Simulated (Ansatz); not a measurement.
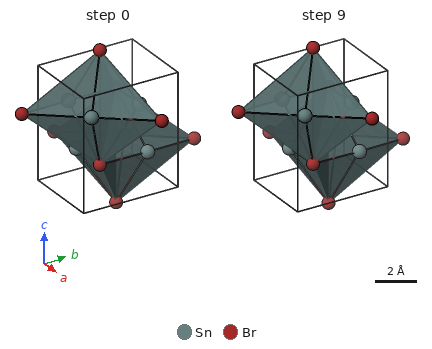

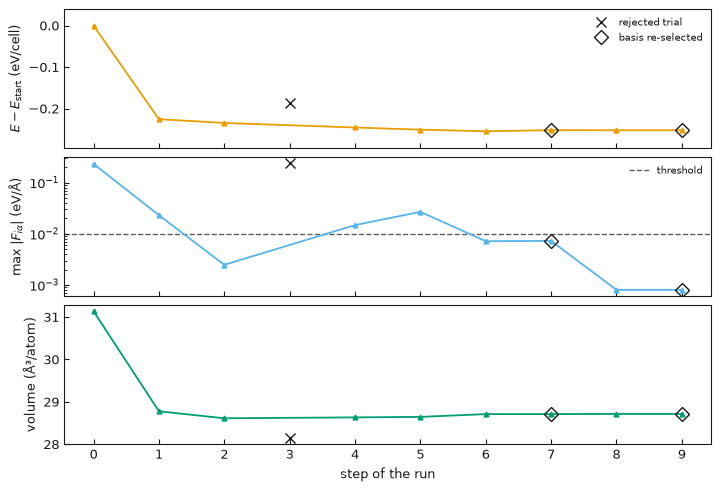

First and last geometry of a relaxation of a crystal of Sn₃Br (a generated structure, set up in P6_3/mmc), with the history of the run. Style: polyhedral. Shown: the cell of the calculation, slightly off an axis.

These are results of DFT PBE, scalar-relativistic, plane waves, PAW (Ansatz), not measurements. Set-up: plane-wave cutoff 420 eV; k-point mesh 6 × 6 × 6; occupations gaussian; smearing width 0.1 eV; no spin polarisation; cell and atoms relaxed; force threshold 0.01 eV/Å; at most 80 steps.

Q: Read the history and describe the run.

A: It converged. Over 6 accepted moves (9 points after the start) the energy falls by 0.252 eV per cell of the calculation. Largest force component: 0.23 eV/Å at the start, 0.0008 eV/Å at the end. Pressure: −2.74 GPa at the start and 0.00 GPa at the end. The line search rejected the trial step at point 3 of the run. At 2 points the geometry stayed and the basis and grid were re-selected for the new cell (energy shift of 2.5 meV per cell of the calculation at most each time). The largest moves relative to the cell, 0.050 Å, are those of Sn atoms. Br stays in place. The drawn cell changes as follows: a = b 7.028 → 6.708 Å (−4.6 %), c 5.824 → 5.896 Å (+1.2 %); the volume changes by −7.8 %. Some distances before and after: Br–Sn 3.514 → 3.355 Å, Br–Sn 3.571 → 3.575 Å. The space group stays P6_3/mmc (No. 194). Cost: 2.5 min on 1 thread of Intel(R) Xeon(R) 6975P-C (Granite Rapids), with other jobs on the host, peak memory 0.67 GiB.

| step | E − E(0), meV/atom | largest force component, eV/Å | pressure, GPa | volume, Å³/atom | note |
| --- | --- | --- | --- | --- | --- |
| 0 | 0.00 | 0.2316 | -2.74 | 31.136 |  |
| 1 | -28.17 | 0.0230 | -0.13 | 28.778 |  |
| 2 | -29.31 | 0.0025 | 0.08 | 28.613 |  |
| 3 | -23.37 | 0.2391 | 1.22 | 28.148 | rejected |
| 4 | -30.67 | 0.0148 | 0.02 | 28.634 |  |
| 5 | -31.33 | 0.0268 | 0.16 | 28.646 |  |
| 6 | -31.79 | 0.0072 | -0.01 | 28.712 |  |
| 7 | -31.48 | 0.0072 | -0.01 | 28.712 | same geometry, new basis |
| 8 | -31.50 | 0.0008 | 0.00 | 28.715 |  |
| 9 | -31.50 | 0.0008 | 0.00 | 28.715 | same geometry, new basis |
